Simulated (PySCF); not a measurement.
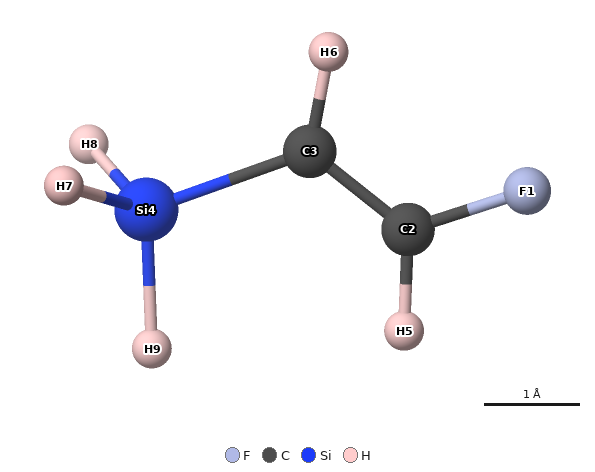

Fig. 1: The input geometry (ball-and-stick view, seen at a tilt; atoms are numbered from 1 in the order of the input). Bond lengths as drawn: C–C 1.32 Å, C–F 1.34 Å, C–H 1.09 Å, C–Si 1.85 Å and H–Si 1.49 Å.

## Polarizability calculation, with input and output: C₂H₅FSi

System: C₂H₅FSi.
Method: HF/aug-cc-pVDZ, RHF (PySCF 2.14.0).

The geometry comes from this level: PBE0-D4/def2-TZVP.

Log:
```
converged SCF energy = -467.005603367387
Final energy -467.00560336738727
isotropic polarizability 51.7589 bohr^3
```

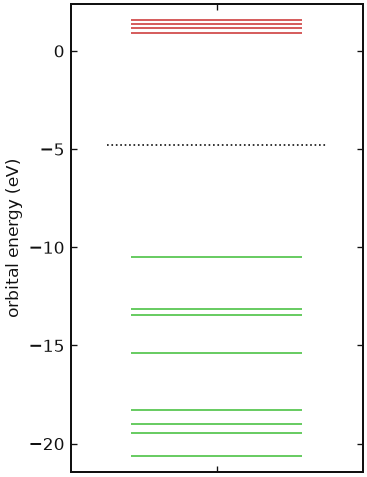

Fig. 2: Orbital energies near the frontier; the dotted line parts filled from empty levels, and levels within 0.02 eV of each other stand side by side. Highest filled −10.51 eV, lowest empty 0.93 eV, 11.44 eV apart.

The run was set up as follows.

Input (job.py):
```python
import numpy
from pyscf import gto, scf
from pyscf.prop.polarizability import rhf

mol = gto.Mole()
mol.atom = '''
F     -1.259900     2.360900     0.506400
C     -0.578300     1.355000    -0.048000
C     -0.336700     0.219900     0.584900
Si     0.614100    -1.145000    -0.228900
H     -0.264200     1.599600    -1.058100
H     -0.716100     0.118100     1.598600
H      1.843700    -1.465600     0.542800
H     -0.206700    -2.381600    -0.316300
H      0.992500    -0.707600    -1.598500
'''
mol.basis = 'aug-cc-pvdz'
mol.verbose = 3
mol.charge = 0
mol.spin = 0
mol.max_memory = 40
mol.build()

hf = scf.RHF(mol)
hf.max_cycle = 60
hf.conv_tol = 1e-08
hf.direct_scf_tol = 1e-10
hf.kernel()

e_tot = hf.e_tot
print('Final energy', e_tot)
pol = rhf.Polarizability(hf)
alpha = pol.polarizability()
print('isotropic polarizability %.4f bohr^3' % (numpy.trace(alpha) / 3))
alpha_w = pol.polarizability_with_freq(freq=0.0774)
beta = pol.hyper_polarizability()
```

Launched with:
```bash
OMP_NUM_THREADS=1 python job.py
```

Summary:

```csv
quantity,value
outcome,converged
total energy,−467.005603 hartree
basis functions,141
HOMO,−10.51 eV
LUMO,0.93 eV
dipole moment,0.93 D
hardware,"1 thread of Arm Neoverse V1, 24 GiB of memory available, shared host"
wall time,11 min
peak memory,0.12 GiB
```
